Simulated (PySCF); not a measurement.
# Run report: C4H6NSi, EPR calculation

System: C4H6NSi, multiplicity 2, SMILES C=[C][SiH2]CC#N.
Method: UKS B3LYP, pcH-1 on C H N Si, non-relativistic, mean-field spin-orbit, GIAO (PySCF 2.14.0).

It belongs to a series of runs on one base structure; here: H added to sp C.

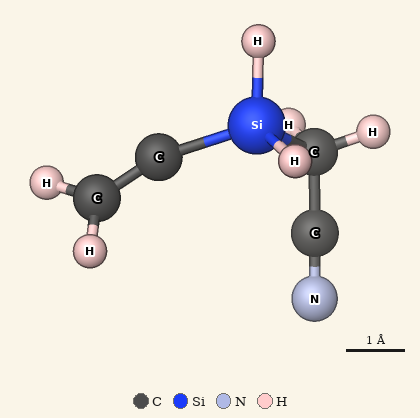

Figure 1. The structure as given in the input (ball-and-stick view, seen at a tilt). Bond lengths as drawn: C–C 1.29 to 1.42 Å, C–H 1.09 Å, C–N 1.15 Å, C–Si 1.83 to 1.93 Å and H–Si 1.47 Å.

Input file:
```
{"job": {"kind": "epr", "basis": "pcH-1"}, "charge": 0, "multiplicity": 2}
C     -2.303706    -0.811404     0.336989
C     -1.396971    -0.008880    -0.107308
Si    -0.008225     1.174603    -0.156744
C      1.537075     0.105127    -0.574352
C      1.784840    -0.840210     0.462088
N      1.959405    -1.582978     1.316247
H     -2.505478    -0.970386     1.394195
H     -2.936979    -1.399284    -0.319236
H      0.272510     1.905759     1.087206
H     -0.199132     2.113863    -1.268261
H      2.414678     0.742979    -0.685042
H      1.383183    -0.429874    -1.511810
```

The first line tells a small driver script what to run in PySCF; the rest is the geometry in Å.

Machine: 1 CPU thread, shared host.

Launched with:
```bash
OMP_NUM_THREADS=1 python <driver script> task.json out
```

What the program printed:
```
UKS, coarse grid
  cycle   1  E = -500.13541932  |g| = 3.84e-01
  cycle   2  E = -499.96769350  |g| = 7.24e-01
  cycle   3  E = -500.19782420  |g| = 1.52e-01
  cycle   4  E = -500.20777669  |g| = 3.45e-02
  cycle   5  E = -500.20841356  |g| = 7.39e-03
  cycle   6  E = -500.20845344  |g| = 4.23e-03
  cycle   7  E = -500.20846948  |g| = 2.56e-03
  cycle   8  E = -500.20847771  |g| = 1.13e-03
  cycle   9  E = -500.20848195  |g| = 4.16e-04
UKS, final grid
  cycle   1  E = -500.20845621  |g| = 3.39e-04
  cycle   2  E = -500.20845631  |g| = 4.27e-04
  cycle   3  E = -500.20845640  |g| = 1.85e-04
  cycle   4  E = -500.20845643  |g| = 1.13e-04
  cycle   5  E = -500.20845647  |g| = 4.39e-05
  cycle   6  E = -500.20845647  |g| = 1.45e-05
E = -500.20845647 Eh   <S^2> = 0.7582 (exact 0.7500)
g shifts (ppm)      1          2          3
  rmc          -127       -127       -127
  gc             30         -0         21
  oz_so        -509       -125        649
  total        -606       -252        543
hyperfine (MHz)  atom isotope    a_iso     a_fc   dipolar eigenvalues
    0   13C     -49.98     -49.98    -15.88      3.75     12.13
    1   13C     120.73     120.88    -78.78    -61.50    140.28
    2  29Si      17.82      17.86     -4.82     -0.30      5.12
    3   13C       2.08       2.08     -0.75     -0.48      1.22
    4   13C      -0.06      -0.06     -0.45     -0.42      0.87
    5   14N       0.06       0.06     -0.15     -0.12      0.26
    6    1H     191.44     191.44     -4.70     -2.38      7.09
    7    1H     164.92     164.92     -5.47     -3.93      9.40
    8    1H      89.74      89.74     -3.53     -1.37      4.90
    9    1H      28.32      28.32     -3.78     -2.40      6.18
   10    1H      -1.01      -1.01     -1.33     -1.03      2.36
   11    1H      -0.37      -0.37     -2.56     -2.03      4.58
```

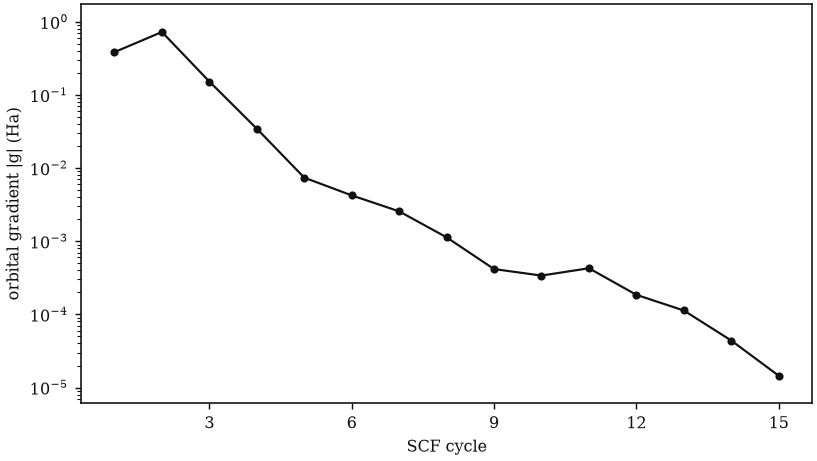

Figure 2. Convergence of the self-consistent field: orbital gradient |g| against the SCF cycle. All cycles printed in the log are drawn one after another.

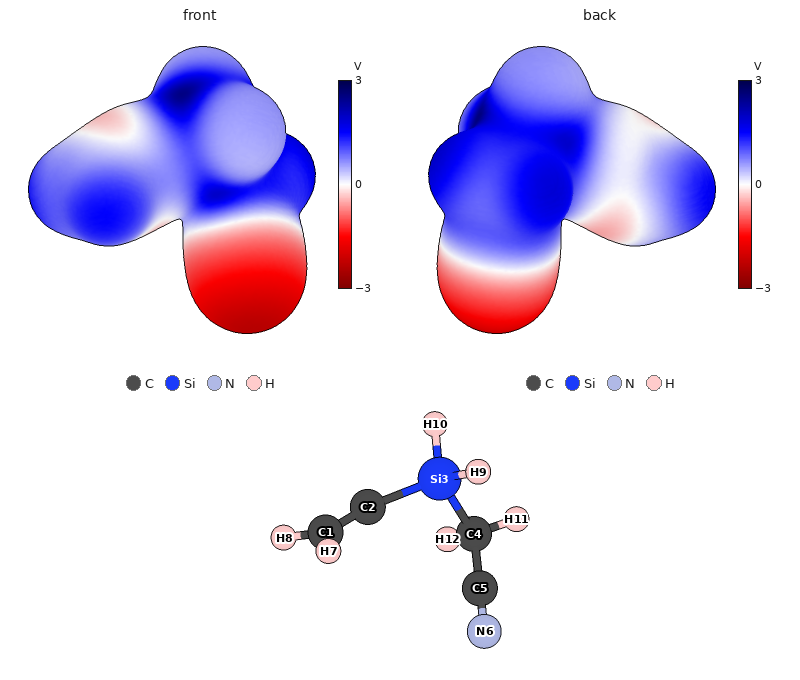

Figure 3. The molecular electrostatic potential painted on the density surface at 0.004 e/bohr³, seen at a tilt and from behind; red is negative and blue positive. The bare structure is drawn below in the same view. A positive charge is drawn to the negative regions and a negative charge to the positive ones.

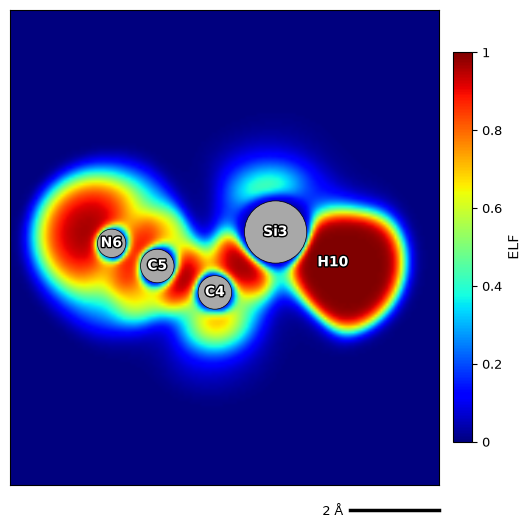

Figure 4. Electron localisation function on the plane of atoms C4, Si3 and H10. Grey discs, where drawn, cover atomic cores. The section cuts through Si, C, N and H sites. C–N (1.15 Å): the ELF peaks at about 0.85 between the atoms; a double or triple bond. C–C (1.42 Å): the ELF peaks at about 0.95 between the atoms, which marks localised, shared-pair bonding. Si–H (1.47 Å): the ELF climbs to about 1 towards the hydrogen, as it does in any bond to H.

Key numbers:

| quantity | value |
| --- | --- |
| outcome | converged |
| total energy | −500.208456 hartree |
| ⟨S²⟩ | 0.758 |
| isotropic g | 2.0022 |
| wall time | 45 s |
| peak memory | 0.76 GiB |
